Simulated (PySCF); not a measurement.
C₅H₉ClFSi (SMILES C/C=C(\[SiH2])[C@H](Cl)CF) (doublet)

```yaml
atoms:
  - { symbol: C, position_ang: [2.4319, -0.0040, 0.8011] }
  - { symbol: C, position_ang: [1.1963, -0.6456, 0.2708] }
  - { symbol: C, position_ang: [0.1435, 0.0228, -0.2525] }
  - { symbol: Si, position_ang: [0.0195, 1.8521, -0.4373] }
  - { symbol: C, position_ang: [-1.0508, -0.7783, -0.6764] }
  - { symbol: Cl, position_ang: [-1.5510, -0.3281, -2.3473] }
  - { symbol: C, position_ang: [-2.2451, -0.6193, 0.2576] }
  - { symbol: F, position_ang: [-2.5571, 0.6976, 0.4680] }
  - { symbol: H, position_ang: [2.8653, -0.6109, 1.5939] }
  - { symbol: H, position_ang: [2.2150, 0.9886, 1.1912] }
  - { symbol: H, position_ang: [3.1828, 0.0976, 0.0151] }
  - { symbol: H, position_ang: [1.1731, -1.7280, 0.3072] }
  - { symbol: H, position_ang: [-1.1402, 2.4523, -1.0551] }
  - { symbol: H, position_ang: [1.2602, 2.6040, -0.5083] }
  - { symbol: H, position_ang: [-0.8115, -1.8452, -0.7227] }
  - { symbol: H, position_ang: [-3.1391, -1.0991, -0.1529] }
  - { symbol: H, position_ang: [-1.9998, -1.0444, 1.2375] }
```

Geometry: GFN2-xTB.

Theory: UKS B3LYP, pcH-1 on C Cl F H Si, non-relativistic, mean-field spin-orbit, GIAO in PySCF.

Question: Predict the electron density, electron localisation function and spin density between the atoms.

Answer: C–C (1.35 Å): ρ at the midpoint is about 2.2 e/Å³; the ELF peaks at about 0.95 between the atoms (a covalent bond).
C–Si (1.84 Å): the density is about 0.97 e/Å³ at the midpoint; the ELF peaks at about 0.95 between the atoms (a covalent bond).
C–H (1.08 Å): the density is about 2 e/Å³ at the midpoint; the ELF climbs to about 1 towards the hydrogen, as it does in any bond to H: a covalent bond by its length.
C–C (1.49 Å): ρ is about 1.7 e/Å³ halfway; the ELF peaks at about 0.95 between the atoms (localised, covalent bonding).
The unpaired spin (1 electron) lies mostly on Si4 (about 0.7) and C2 (about 0.2), in electrons by Hirshfeld's partition.

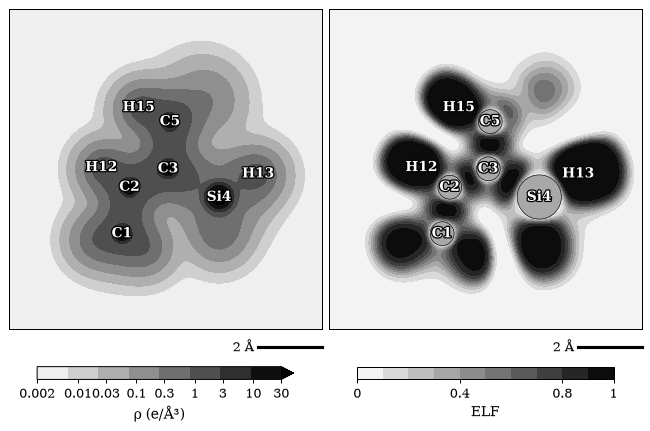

Computed electron density and electron localisation function on the plane of atoms C3, C2 and H12, in this order. Grey discs cover the atomic cores in the ELF map. 
